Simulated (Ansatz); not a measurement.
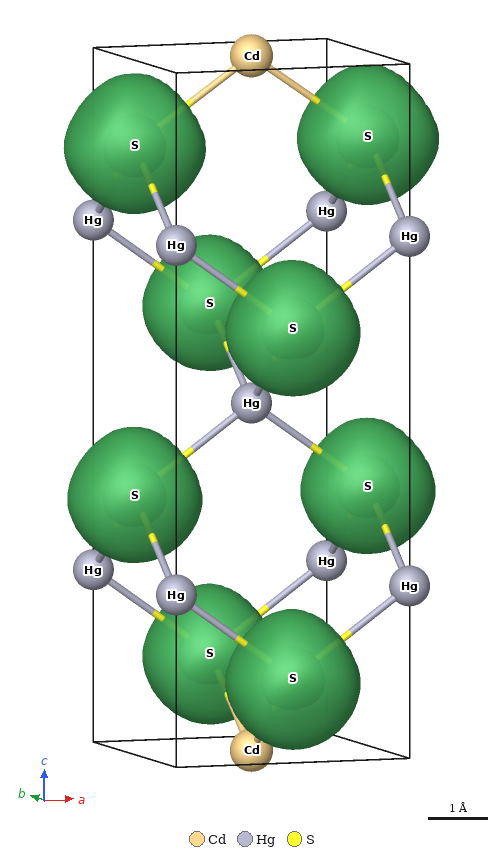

The picture shows: CdHg₃S₄. Isosurface of the ELF at 0.7 (green), seen slightly off an axis. Only the valence region is drawn (cores and ρ < 0.01 e/Å³ removed). Sticks mark near contacts.

Space group P-4m2; a structure generated by program, which may or may not match a known phase.

The calculation used Ansatz 0.2.0, DFT PBE, scalar-relativistic, plane waves, PAW.

```
Cd Hg S
1.0
     4.22857    0.00000    0.00000
     0.00000    4.22857    0.00000
     0.00000    0.00000   11.93449
Cd Hg S
1 3 4
Direct
  0.50000 0.50000 0.00000
  0.00000 0.00000 0.75168
  0.00000 0.00000 0.24832
  0.50000 0.50000 0.50000
  0.50000 0.00000 0.12234
  0.00000 0.50000 0.37418
  0.50000 0.00000 0.62582
  0.00000 0.50000 0.87766
```

### Where are the electrons localised?

The ELF exceeds this value in four regions wrapped around S (the valence shell of each), counted in one cell of 8 atoms. Regions shared between cells count once. Along the contacts the grid gives the following. Cd–S (2.57 Å): the ELF peaks at about 0.90 in the valence shell of S, 0.8 Å from its nucleus, and is about 0.35 at the midpoint. Hg–S (2.59 Å): the ELF peaks at about 0.90 in the valence shell of S, 0.8 Å from its nucleus, and drops to about 0.20 between the two atoms.
